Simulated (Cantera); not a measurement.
Charge: 1 mol MgO, a varied amount of SO₃, 1 mol O₂, at 1573 K and 14300 Torr.

Cantera equilibrium calculation (NASA polynomials, part measured and part estimated; ideal gas, pure solids and liquids). Candidate condensed phases: Mg, MgO, MgS, MgSO₄, S; 14 gas species. Mutual solubility and eutectic melting of coexisting phases are not modelled. Kinetics and transport are ignored.

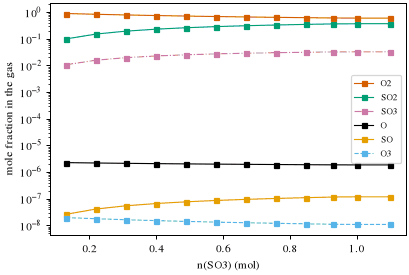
Figure. Equilibrium gas composition (values under 1e-9 drawn at 1e-9)

From 0.13 mol SO₃ to 0.93 mol SO₃ the condensed part is MgO(s). From 1 mol SO₃ to 1.1 mol SO₃ the condensed part is MgO(s) + MgSO₄(l).
